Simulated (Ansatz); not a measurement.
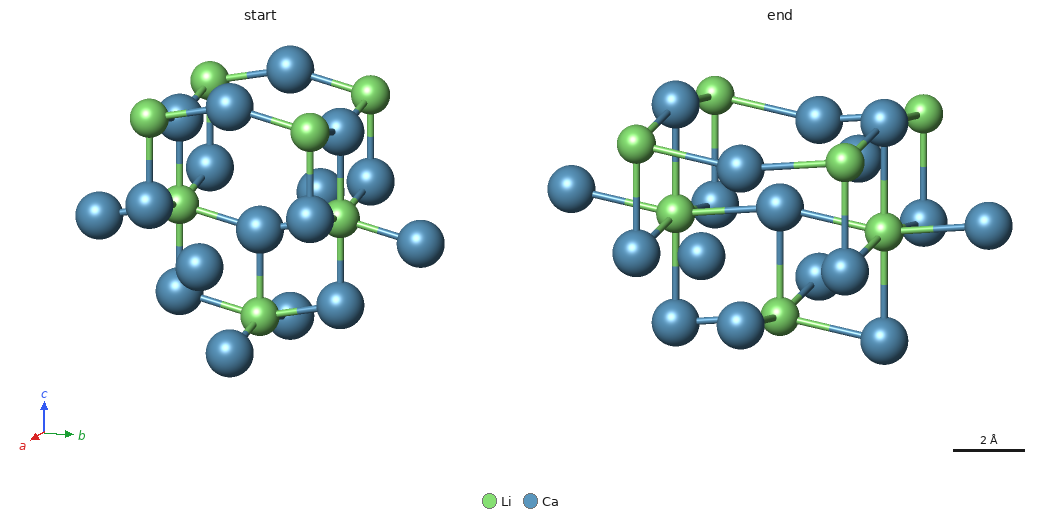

The structure of a crystal of LiCa$_{2}$ (built on the anatase_141 type) (coarse preliminary run) before (left) and after (right) a relaxation, at one scale.

Style: ball-and-stick. Shown: the atoms within 5.0 Å of the atom that moves most (axes of the conventional cell (2 times the calculation's cell)), slightly off an axis. Lengths and directions refer to the drawn axes.

Case: anatase type (I4_1/amd, No. 141).

All numbers below come from DFT PBE, scalar-relativistic, plane waves, PAW (Ansatz 0.2.0).

Input
```yaml
crystal:
  lattice:
    - [-2.4241697478, 2.4241697478, 6.0934084492]
    - [2.4241697478, -2.4241697478, 6.0934084492]
    - [2.4241697478, 2.4241697478, -6.0934084492]
  atoms:
    - { symbol: Li, position: [0.0, 0.0, 0.0] }
    - { symbol: Li, position: [0.75, 0.25, 0.5] }
    - { symbol: Ca, position: [0.2066, 0.2066, 0.0] }
    - { symbol: Ca, position: [0.9566, 0.4566, 0.5] }
    - { symbol: Ca, position: [0.5434, 0.0434, 0.5] }
    - { symbol: Ca, position: [0.7934, 0.7934, 0.0] }
basis:
  ecutwfc: 420
kpoints:
  mp_grid: { grid: [6, 6, 6] }
hamiltonian:
  xc: pbe
scf:
  occupations: { method: gaussian, width: 0.1 }
  lower_state_search: "off"
output:
  forces: true
  stress: true
  eigenvalues: true
relax:
  adjacent_minimum: "off"
  f_tol: 0.04
  max_steps: 70
  cell: { stress_tol: 0.4 }
```

Run as
```bash
ansatz run input.yaml --threads 1 --pin off --max-ram 2560MiB --backend cpu --events-out ev --progress --plain --runs-dir out
```

Q: Summarise the run.

A: After 9 accepted moves (11 points after the start) the energy has fallen by 6.966 eV per cell of the calculation. The largest force component goes from 1.7 to 0.0071 eV/Å. The pressure goes from 20.10 to 0.01 GPa. The SCF was repeated twice at an unchanged geometry on a basis and grid sized afresh for the cell, which shifted the energy by 0.120 eV per cell of the calculation at most. The largest moves relative to the cell, 0.92 Å, are those of Ca3, Ca4, Ca5 and Ca6. Ca3 goes along +c. Li stays in place. Cell: a = b 4.848 → 6.293 Å (+29.8 %), c 12.187 → 10.880 Å (−10.7 %). Volume +50.4 %. Among the contacts that change: Ca3–Ca5 3.136 → 4.787 Å, Li1–Ca4 2.481 → 3.178 Å, Li1–Ca3 2.518 → 3.164 Å. Bond angles that change, for instance: Ca3–Li2–Ca4 102.3° → 82.0°, Ca3–Li2–Ca5 77.7° → 98.0°, Li1–Ca4–Li2 102.3° → 82.0°. The space group stays I4_1/amd (No. 141).
